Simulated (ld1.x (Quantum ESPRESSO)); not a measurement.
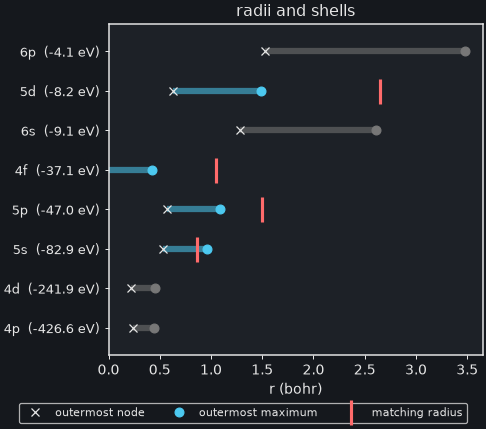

*Outer shells of the all-electron reference atom: each bar runs from the outermost node (or the nucleus) to the outermost maximum of u(r); the tick is the radius chosen for the pseudo-wave. Shells without a tick have no pseudo-wave of their own. Levels, nodes and maxima are from ld1.x, scalar-relativistic.*

- Radii against the shells: 5s: 0.86 bohr, between node and maximum; 5p: 1.50 bohr, outside the maximum; 4f: 1.05 bohr, outside the maximum; 5d: 2.65 bohr, outside the maximum. In the spherical-Bessel test 4f stands at −2.760 Ry at the top cutoff of 400 Ry, still falling, against −2.727 Ry all-electron. No cutoff can be given, and the search for ghost states has no verdict.

Run report: W, pseudopotential generation (part 1 of 2)

Tungsten (W, Z = 74), core [Kr] 4d10, reference valence 4f14 5s2 5p6 5d4 6s1.5 6p0 (an ion of charge +0.5), valence charge 28. Computed at this level: TM semilocal potential, LDA (PZ), scalar-relativistic, made with ld1.x (Quantum ESPRESSO) 7.5.

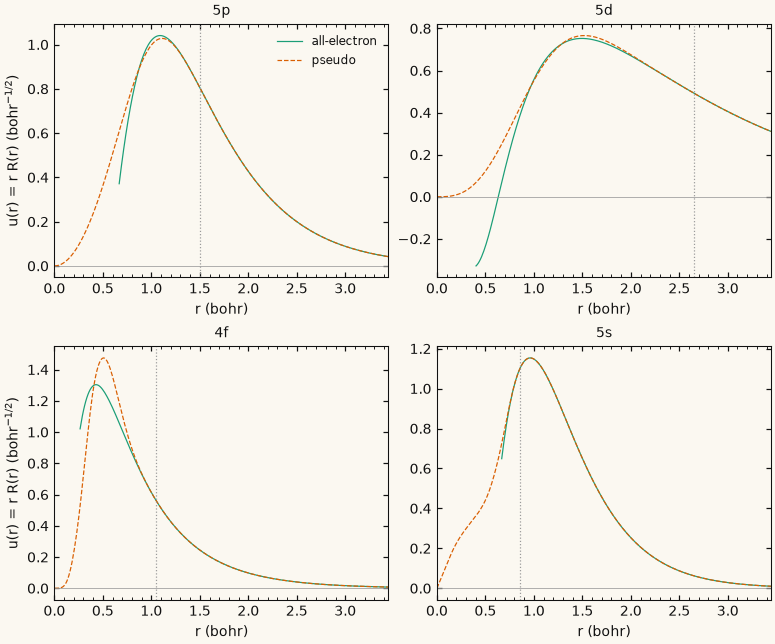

*Partial waves u(r) = r R(r), all-electron (solid) and pseudo (dashed). Dotted lines mark the matching radii. The innermost oscillations of some all-electron curves aren't drawn.*

Pseudo-waves: 5p has no node; 5d has no node; 4f has no node; 5s has no node.

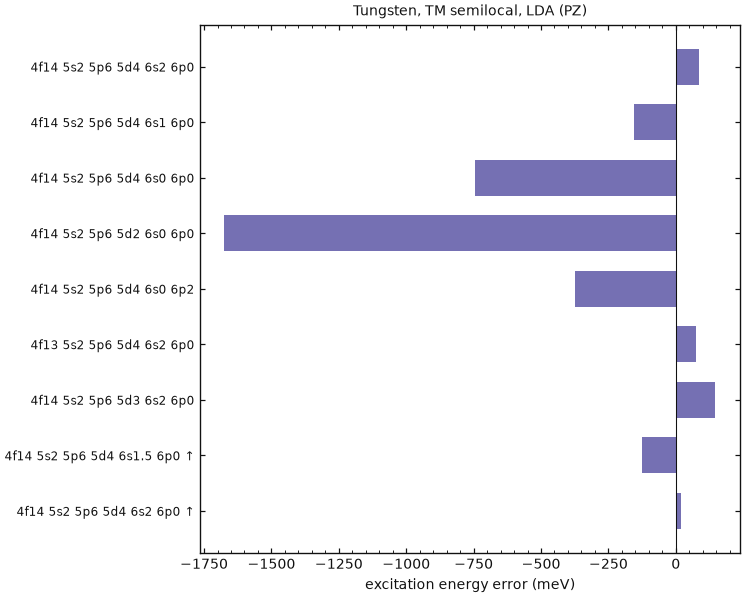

*Errors, all-electron minus pseudo, of the energies of valence configurations relative to the unpolarised reference 4f14 5s2 5p6 5d4 6s1.5 6p0. An arrow marks spin-polarised runs filled by Hund’s rule.*

- Worst configuration: 4f14 5s2 5p6 5d2 6s0 6p0 (charge +4): the error is -1674 meV on an all-electron energy of +84.66 eV relative to the reference, or 2 %. Note that the pseudo-atom misses its own reference levels by up to 0.24 eV.
- Configurations within 10 meV and within 50 meV: 0 and 1 of 9.
- Errors in meV: 4f14 5s2 5p6 5d4 6s2 6p0: +87; 4f14 5s2 5p6 5d4 6s1 6p0: -156; 4f14 5s2 5p6 5d4 6s0 6p0: -744; 4f14 5s2 5p6 5d2 6s0 6p0: -1674; 4f14 5s2 5p6 5d4 6s0 6p2: -375; 4f13 5s2 5p6 5d4 6s2 6p0: +74; 4f14 5s2 5p6 5d3 6s2 6p0: +147; 4f14 5s2 5p6 5d4 6s1.5 6p0 ↑: -127; 4f14 5s2 5p6 5d4 6s2 6p0 ↑: +18.

These pictures come from the run below.

### Input file
```
 &input
   title='W', zed=74., rel=1, dft='PZ', iswitch=3,
   config='[Xe] 4f14 5d4 6s1.5 6p0',
   nld=4, rlderiv=2.90, eminld=-8.0, emaxld=5.0, deld=0.04
 /
 &inputp
   pseudotype=1, tm=.true., lloc=0,
   nlcc=.true., new_core_ps=.true.,
   file_pseudopw='W.pp', file_wfcaegen='ae.wfc', file_wfcncgen='nc.wfc'
 /
4
5P  2  1   6.00   0.00  1.50  1.50  0.0
5D  3  2   4.00   0.00  2.65  2.65  0.0
4F  4  3  14.00   0.00  1.05  1.05  0.0
5S  1  0   2.00   0.00  0.86  0.86  0.0
 &test
   configts(1)='4f14 5s2 5p6 5d4 6s1.5 6p0'
 /
```

### Input of the test run
```
 &input
   title='W', zed=74., rel=1, dft='PZ', iswitch=2,
   config='[Xe] 4f14 5d4 6s1.5 6p0'
 /
 &test
   file_pseudo='W.pp', nconf=10,
   configts(1)='4f14 5s2 5p6 5d4 6s1.5 6p0',
   configts(2)='4f14 5s2 5p6 5d4 6s2 6p0',
   configts(3)='4f14 5s2 5p6 5d4 6s1 6p0',
   configts(4)='4f14 5s2 5p6 5d4 6s0 6p0',
   configts(5)='4f14 5s2 5p6 5d2 6s0 6p0',
   configts(6)='4f14 5s2 5p6 5d4 6s0 6p2',
   configts(7)='4f13 5s2 5p6 5d4 6s2 6p0',
   configts(8)='4f14 5s2 5p6 5d3 6s2 6p0',
   configts(9)='4f14 5s2 5p6 5d4 6s1.5 6p0', lsdts(9)=1,
   configts(10)='4f14 5s2 5p6 5d4 6s2 6p0', lsdts(10)=1
 /
```

Launched with:
```bash
ld1.x < W.in > W.out
```

### Log
```
     Program LD1 v.7.5
     --------------------------- All-electron run ----------------------------

     W
     scalar relativistic calculation

     atomic number is 74.00
     dft =PZ   lsd =0 sic =0 latt =0  beta=0.20 tr2=1.0E-14
     Exchange-correlation= PZ
                           (   1   1   0   0   0   0   0)
     mesh =1273 r(mesh) =  99.08072 a.u. xmin = -7.00 dx = 0.01250
     1 Ry =  13.60569312 eV, c = 137.03599908

     n l     nl                  e(Ry)          e(Ha)          e(eV)
     1 0     1S 1( 2.00)     -5103.9941     -2551.9970    -69443.3771
     2 0     2S 1( 2.00)      -881.2463      -440.6232    -11989.9671
     2 1     2P 1( 6.00)      -770.9915      -385.4957    -10489.8734
     3 0     3S 1( 2.00)      -203.1256      -101.5628     -2763.6644
     3 1     3P 1( 6.00)      -170.4817       -85.2408     -2319.5212
     4 0     4S 1( 2.00)       -42.0666       -21.0333      -572.3454
     4 1     4P 1( 6.00)       -31.3545       -15.6773      -426.5998
     3 2     3D 1(10.00)      -132.8775       -66.4388     -1807.8907
     5 0     5S 1( 2.00)        -6.0951        -3.0476       -82.9285
     5 1     5P 1( 6.00)        -3.4563        -1.7281       -47.0247
     4 2     4D 1(10.00)       -17.7786        -8.8893      -241.8905
     4 3     4F 1(14.00)        -2.7265        -1.3633       -37.0959
     5 2     5D 1( 4.00)        -0.6035        -0.3017        -8.2108
     6 0     6S 1( 1.50)        -0.6692        -0.3346        -9.1055
     6 1     6P 1( 0.00)        -0.3028        -0.1514        -4.1192

     final scf error:  9.8E-15 reached in  25 iterations

     Etot =  -32265.926859 Ry,  -16132.963430 Ha, -439000.299178 eV

     Ekin =   35550.328118 Ry,   17775.164059 Ha,  483686.854797 eV
     Encl =  -79781.962880 Ry,  -39890.981440 Ha,-1085488.903695 eV
     Eh   =   12592.092207 Ry,    6296.046104 Ha,  171324.142349 eV
     Exc  =    -626.384305 Ry,    -313.192152 Ha,   -8522.392629 eV

     normalization and overlap integrals

     s(1S/1S) =  1.000000  <r> =   0.0184  <r2> =    0.0005  r(max) =   0.0115
     s(2S/2S) =  1.000000  <r> =   0.0776  <r2> =    0.0071  r(max) =   0.0661
     s(2P/2P) =  1.000000  <r> =   0.0695  <r2> =    0.0059  r(max) =   0.0541
     s(3S/3S) =  1.000000  <r> =   0.2012  <r2> =    0.0463  r(max) =   0.1865
     s(3P/3P) =  1.000000  <r> =   0.2014  <r2> =    0.0470  r(max) =   0.1842
     s(4S/4S) =  1.000000  <r> =   0.4498  <r2> =    0.2284  r(max) =   0.4204
     s(4P/4P) =  1.000000  <r> =   0.4783  <r2> =    0.2603  r(max) =   0.4419
     s(3D/3D) =  1.000000  <r> =   0.1824  <r2> =    0.0390  r(max) =   0.1490
     s(5S/5S) =  1.000000  <r> =   1.0663  <r2> =    1.2785  r(max) =   0.9593
     s(5P/5P) =  1.000000  <r> =   1.2492  <r2> =    1.7716  r(max) =   1.0870
     s(4D/4D) =  1.000000  <r> =   0.5116  <r2> =    0.3034  r(max) =   0.4531
     s(4F/4F) =  1.000000  <r> =   0.6078  <r2> =    0.4644  r(max) =   0.4257
     s(5D/5D) =  1.000000  <r> =   2.0146  <r2> =    4.8991  r(max) =   1.4858
     s(6S/6S) =  1.000000  <r> =   3.0408  <r2> =   10.4776  r(max) =   2.6076
     s(6P/6P) =  1.000000  <r> =   4.1695  <r2> =   19.8785  r(max) =   3.4762

     ------------------------ End of All-electron run ------------------------

     --------------------- Generating NC pseudopotential ---------------------

      Generating local pot.: lloc=0, matching radius rcloc =   0.8600

      Computing core charge for nlcc:

       r > 0.32 : true rho core
      Core charge pseudized with two Bessel functions
      Integrated core pseudo-charge :  30.15

      Wfc   5P  rcut= 1.486  Using Troullier-Martins method

      Wfc   5D  rcut= 2.640  Using Troullier-Martins method

      Wfc   4F  rcut= 1.047  Using Troullier-Martins method

     ------------------- End of pseudopotential generation -------------------

     --------------------------- All-electron run ----------------------------

     W
     scalar relativistic calculation

     atomic number is 74.00
     dft =PZ   lsd =0 sic =0 latt =0  beta=0.20 tr2=1.0E-14
     Exchange-correlation= PZ
                           (   1   1   0   0   0   0   0)
     mesh =1273 r(mesh) =  99.08072 a.u. xmin = -7.00 dx = 0.01250
     1 Ry =  13.60569312 eV, c = 137.03599908

     n l     nl                  e(Ry)          e(Ha)          e(eV)
     1 0     1S 1( 2.00)     -5103.9941     -2551.9970    -69443.3771
     2 0     2S 1( 2.00)      -881.2463      -440.6232    -11989.9671
     2 1     2P 1( 6.00)      -770.9915      -385.4957    -10489.8734
     3 0     3S 1( 2.00)      -203.1256      -101.5628     -2763.6644
     3 1     3P 1( 6.00)      -170.4817       -85.2408     -2319.5212
     4 0     4S 1( 2.00)       -42.0666       -21.0333      -572.3454
     4 1     4P 1( 6.00)       -31.3545       -15.6773      -426.5998
     3 2     3D 1(10.00)      -132.8775       -66.4388     -1807.8907
     5 0     5S 1( 2.00)        -6.0951        -3.0476       -82.9285
     5 1     5P 1( 6.00)        -3.4563        -1.7281       -47.0247
     4 2     4D 1(10.00)       -17.7786        -8.8893      -241.8905
     4 3     4F 1(14.00)        -2.7265        -1.3633       -37.0959
     5 2     5D 1( 4.00)        -0.6035        -0.3017        -8.2108
     6 0     6S 1( 1.50)        -0.6692        -0.3346        -9.1055
     6 1     6P 1( 0.00)        -0.3028        -0.1514        -4.1192

     final scf error:  9.8E-15 reached in  25 iterations

     Etot =  -32265.926859 Ry,  -16132.963430 Ha, -439000.299178 eV

     Ekin =   35550.328118 Ry,   17775.164059 Ha,  483686.854797 eV
     Encl =  -79781.962880 Ry,  -39890.981440 Ha,-1085488.903695 eV
     Eh   =   12592.092207 Ry,    6296.046104 Ha,  171324.142349 eV
     Exc  =    -626.384305 Ry,    -313.192152 Ha,   -8522.392629 eV

     normalization and overlap integrals

     s(1S/1S) =  1.000000  <r> =   0.0184  <r2> =    0.0005  r(max) =   0.0115
     s(2S/2S) =  1.000000  <r> =   0.0776  <r2> =    0.0071  r(max) =   0.0661
     s(2P/2P) =  1.000000  <r> =   0.0695  <r2> =    0.0059  r(max) =   0.0541
     s(3S/3S) =  1.000000  <r> =   0.2012  <r2> =    0.0463  r(max) =   0.1865
     s(3P/3P) =  1.000000  <r> =   0.2014  <r2> =    0.0470  r(max) =   0.1842
     s(4S/4S) =  1.000000  <r> =   0.4498  <r2> =    0.2284  r(max) =   0.4204
     s(4P/4P) =  1.000000  <r> =   0.4783  <r2> =    0.2603  r(max) =   0.4419
     s(3D/3D) =  1.000000  <r> =   0.1824  <r2> =    0.0390  r(max) =   0.1490
     s(5S/5S) =  1.000000  <r> =   1.0663  <r2> =    1.2785  r(max) =   0.9593
     s(5P/5P) =  1.000000  <r> =   1.2492  <r2> =    1.7716  r(max) =   1.0870
     s(4D/4D) =  1.000000  <r> =   0.5116  <r2> =    0.3034  r(max) =   0.4531
     s(4F/4F) =  1.000000  <r> =   0.6078  <r2> =    0.4644  r(max) =   0.4257
     s(5D/5D) =  1.000000  <r> =   2.0146  <r2> =    4.8991  r(max) =   1.4858
     s(6S/6S) =  1.000000  <r> =   3.0408  <r2> =   10.4776  r(max) =   2.6076
     s(6P/6P) =  1.000000  <r> =   4.1695  <r2> =   19.8785  r(max) =   3.4762

     ------------------------ End of All-electron run ------------------------

     Computing logarithmic derivative in   2.89998
     Computing logarithmic derivative in   2.89998
     Computing the partial wave expansion
       no projector for channel:   0
     R is outside the sphere for l=    1 j= 0.00
     R is outside the sphere for l=    2 j= 0.00
     R is outside the sphere for l=    3 j= 0.00

     ---------------------- Testing the pseudopotential ----------------------

     W
     scalar relativistic calculation

     atomic number is 74.00   valence charge is 28.00
     dft =PZ   lsd =0 sic =0 latt =0  beta=0.20 tr2=1.0E-14
     mesh =1273 r(mesh) =  99.08072 xmin = -7.00 dx = 0.01250

     n l     nl             e AE (Ry)        e PS (Ry)    De AE-PS (Ry)
     4 3     4F   1(14.00)       -2.72650       -2.72652        0.00001
     1 0     5S   1( 2.00)       -6.09513       -6.09515        0.00002
     2 1     5P   1( 6.00)       -3.45625       -3.45627        0.00002
     3 2     5D   1( 4.00)       -0.60348       -0.60349        0.00000
     2 0     6S   1( 1.50)       -0.66924       -0.68657        0.01733  !
     3 1     6P   1( 0.00)       -0.30276       -0.30616        0.00340

     eps = 7.8E-15  iter = 17

     Etot =  -32265.926859 Ry,  -16132.963430 Ha, -439000.299178 eV
     Etotps =  -876.222746 Ry,    -438.111373 Ha,  -11921.617783 eV

     Ekin =     774.127092 Ry,     387.063546 Ha,   10532.535658 eV
     Encl =   -1336.310351 Ry,    -668.155175 Ha,  -18181.428552 eV
     Ehrt =     663.235184 Ry,     331.617592 Ha,    9023.774384 eV
     Ecxc =    -229.344030 Ry,    -114.672015 Ha,   -3120.384490 eV
     (Ecc =    -148.245449 Ry,     -74.122725 Ha,   -2016.982091 eV)
     Epseu=    -747.930641 Ry,    -373.965321 Ha,  -10176.114783 eV

     ---------------------- End of pseudopotential test ----------------------
```

### Output of the test run (extracts)
```
     ---------------------- Testing the pseudopotential ----------------------

     W
     scalar relativistic calculation

     atomic number is 74.00   valence charge is 28.00
     dft =PZ   lsd =0 sic =0 latt =0  beta=0.20 tr2=1.0E-14
     mesh =1273 r(mesh) =  99.08072 xmin = -7.00 dx = 0.01250

     n l     nl             e AE (Ry)        e PS (Ry)    De AE-PS (Ry)
     4 3     4F   1(14.00)       -2.72650       -2.72652        0.00001
     1 0     5S   1( 2.00)       -6.09513       -6.09515        0.00002
     2 1     5P   1( 6.00)       -3.45625       -3.45628        0.00002
     3 2     5D   1( 4.00)       -0.60348       -0.60349        0.00000
     2 0     6S   1( 1.50)       -0.66924       -0.68657        0.01733  !
     3 1     6P   1( 0.00)       -0.30276       -0.30616        0.00340

     eps = 6.8E-15  iter = 30

     Etot =  -32265.926859 Ry,  -16132.963430 Ha, -439000.299178 eV
     Etotps =  -876.222750 Ry,    -438.111375 Ha,  -11921.617840 eV

     Ekin =     773.658551 Ry,     386.829276 Ha,   10526.160833 eV
     Encl =   -1336.310358 Ry,    -668.155179 Ha,  -18181.428648 eV
     Ehrt =     663.235187 Ry,     331.617593 Ha,    9023.774423 eV
     Ecxc =    -229.344030 Ry,    -114.672015 Ha,   -3120.384486 eV
     (Ecc =    -148.245449 Ry,     -74.122725 Ha,   -2016.982091 eV)
     Epseu=    -747.462101 Ry,    -373.731050 Ha,  -10169.739962 eV

     ---------------------- End of pseudopotential test ----------------------

     ---------------------- Testing the pseudopotential ----------------------

     W
     scalar relativistic calculation

     atomic number is 74.00   valence charge is 28.00
     dft =PZ   lsd =0 sic =0 latt =0  beta=0.20 tr2=1.0E-14
     mesh =1273 r(mesh) =  99.08072 xmin = -7.00 dx = 0.01250

     n l     nl             e AE (Ry)        e PS (Ry)    De AE-PS (Ry)
     4 3     4F   1(14.00)       -2.45960       -2.44762       -0.01198  !
     1 0     5S   1( 2.00)       -5.82807       -5.81901       -0.00906  !
     2 1     5P   1( 6.00)       -3.18856       -3.18015       -0.00841  !
     3 2     5D   1( 4.00)       -0.34408       -0.33657       -0.00751  !
     2 0     6S   1( 2.00)       -0.43445       -0.44243        0.00798  !
     3 1     6P   1( 0.00)       -0.10788       -0.10293       -0.00496

     eps = 1.0E-14  iter = 27

     Etot =  -32266.202044 Ry,  -16133.101022 Ha, -439004.043262 eV
     Etotps =  -876.504294 Ry,    -438.252147 Ha,  -11925.448440 eV
     dEtot_ae =      -0.275185 Ry
     dEtot_ps =      -0.281544 Ry,   Delta E=       0.006359 Ry

     Ekin =     773.483810 Ry,     386.741905 Ha,   10523.783355 eV
     Encl =   -1343.996094 Ry,    -671.998047 Ha,  -18285.998413 eV
     Ehrt =     670.887414 Ry,     335.443707 Ha,    9127.888270 eV
     Ecxc =    -229.580649 Ry,    -114.790325 Ha,   -3123.603859 eV
     (Ecc =    -148.245449 Ry,     -74.122725 Ha,   -2016.982091 eV)
     Epseu=    -747.298774 Ry,    -373.649387 Ha,  -10167.517793 eV

     ---------------------- End of pseudopotential test ----------------------

     ---------------------- Testing the pseudopotential ----------------------

     W
     scalar relativistic calculation

     atomic number is 74.00   valence charge is 28.00
     dft =PZ   lsd =0 sic =0 latt =0  beta=0.20 tr2=1.0E-14
     mesh =1273 r(mesh) =  99.08072 xmin = -7.00 dx = 0.01250

     n l     nl             e AE (Ry)        e PS (Ry)    De AE-PS (Ry)
     4 3     4F   1(14.00)       -3.01601       -3.02963        0.01362  !
     1 0     5S   1( 2.00)       -6.38446       -6.39464        0.01018  !
     2 1     5P   1( 6.00)       -3.74575       -3.75515        0.00940  !
     3 2     5D   1( 4.00)       -0.88178       -0.89025        0.00847  !
     2 0     6S   1( 1.00)       -0.91774       -0.94625        0.02851  !
     3 1     6P   1( 0.00)       -0.51435       -0.52893        0.01458  !

     eps = 4.1E-15  iter = 31

     Etot =  -32265.530750 Ry,  -16132.765375 Ha, -438994.909832 eV
     Etotps =  -875.815141 Ry,    -437.907571 Ha,  -11916.072042 eV
     dEtot_ae =       0.396110 Ry
     dEtot_ps =       0.407609 Ry,   Delta E=      -0.011499 Ry

     Ekin =     773.831378 Ry,     386.915689 Ha,   10528.512264 eV
     Encl =   -1327.956142 Ry,    -663.978071 Ha,  -18067.763743 eV
     Ehrt =     655.081001 Ry,     327.540501 Ha,    8912.831074 eV
     Ecxc =    -229.084734 Ry,    -114.542367 Ha,   -3116.856590 eV
     (Ecc =    -148.245449 Ry,     -74.122725 Ha,   -2016.982091 eV)
     Epseu=    -747.686645 Ry,    -373.843323 Ha,  -10172.795047 eV

     ---------------------- End of pseudopotential test ----------------------

     ---------------------- Testing the pseudopotential ----------------------

     W
     scalar relativistic calculation

     atomic number is 74.00   valence charge is 28.00
     dft =PZ   lsd =0 sic =0 latt =0  beta=0.20 tr2=1.0E-14
     mesh =1273 r(mesh) =  99.08072 xmin = -7.00 dx = 0.01250

     n l     nl             e AE (Ry)        e PS (Ry)    De AE-PS (Ry)
     4 3     4F   1(14.00)       -3.65235       -3.69849        0.04614  !
     1 0     5S   1( 2.00)       -7.01927       -7.05323        0.03396  !
     2 1     5P   1( 6.00)       -4.37943       -4.41058        0.03115  !
     3 2     5D   1( 4.00)       -1.48452       -1.51358        0.02905  !
     2 0     6S   1( 0.00)       -1.44383       -1.50357        0.05973  !
     3 1     6P   1( 0.00)       -0.96813       -1.01765        0.04953  !

     eps = 3.6E-15  iter = 26

     Etot =  -32264.352829 Ry,  -16132.176414 Ha, -438978.883401 eV
     Etotps =  -874.594061 Ry,    -437.297030 Ha,  -11899.458396 eV
     dEtot_ae =       1.574031 Ry
     dEtot_ps =       1.628689 Ry,   Delta E=      -0.054659 Ry

     Ekin =     774.186755 Ry,     387.093378 Ha,   10533.347413 eV
     Encl =   -1309.525637 Ry,    -654.762819 Ha,  -17817.003956 eV
     Ehrt =     637.600915 Ry,     318.800457 Ha,    8675.002384 eV
     Ecxc =    -228.513742 Ry,    -114.256871 Ha,   -3109.087850 eV
     (Ecc =    -148.245449 Ry,     -74.122725 Ha,   -2016.982091 eV)
     Epseu=    -748.342352 Ry,    -374.171176 Ha,  -10181.716386 eV

     ---------------------- End of pseudopotential test ----------------------
```

(Continued in part 2.) Outcome of the run: generated; 4f isn't converged at 400 Ry in the Bessel test; the pseudo-atom misses its reference levels by up to 0.24 eV (6s, which has no pseudo-wave of its own).
